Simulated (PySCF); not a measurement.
C₃H₄BrS, charge −1, SMILES `C/C(Br)=C\[S-]`.

PySCF calculation, TPSSh/def2-SVPD, gas phase; geometry: GFN2-xTB. No frequency check shows the geometry to be a minimum. GFN2-xTB bond lengths at metals and heavier atoms can be off by up to 0.1 Å and shapes distorted, which carries into these values.

Coordinates in Å:

```
C1      -0.3976   -1.7876   -0.0001
C2      -0.2142   -0.3116   -0.0005
Br3      1.6586    0.2346    0.0001
C4      -1.1547    0.6406   -0.0003
S5      -2.8267    0.3337    0.0001
H6       0.0505   -2.2508   -0.8848
H7       0.0497   -2.2502    0.8862
H8      -1.4682   -1.9862   -0.0004
H9      -0.8563    1.6872   -0.0003
```

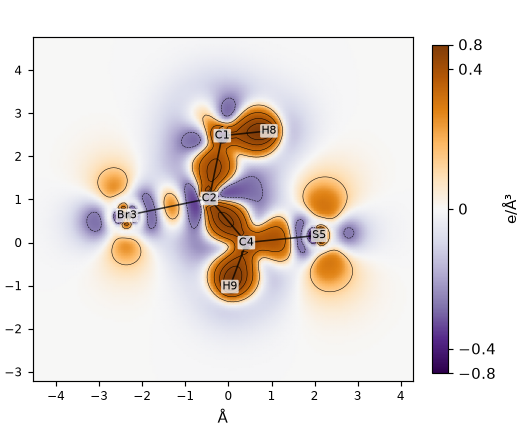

Deformation density (molecule less spherical, spin-averaged free atoms) in the plane of C1, C2, Br3, C4, S5, H8 and H9; colour scale in e/Å³, logarithmic beyond ±0.1; orange: gain, purple: loss.

**How much density has each bond in this plane gained at its critical point, relative to the free atoms?**

C1–H8: +0.69 e/Å³ at the bond critical point (bond length 1.09 Å). C4–H9: +0.68 e/Å³ at the bond critical point (bond length 1.09 Å). C2–C4: +0.66 e/Å³ at the bond critical point (bond length 1.34 Å). C1–C2: +0.47 e/Å³ at the bond critical point (bond length 1.49 Å). C2–Br3: +0.10 e/Å³ at the bond critical point (bond length 1.95 Å). C4–S5: +0.02 e/Å³ at the bond critical point (bond length 1.70 Å); up to 0.6 Å beside the axis the gain reaches +0.35 e/Å³. In all, 2.6 electrons gather in the regions of gain relative to the promolecule of neutral atoms (this includes the anion's extra charge). A small or negative value marks a very polar bond, one between electron-rich atoms, whose free-atom densities already overlap strongly, a long bond to a heavier atom, or a closed-shell contact such as a hydrogen bond.

Run time: 47 s on 1 thread of Arm Neoverse V2, with other jobs on the host, peak memory 0.7 GiB.
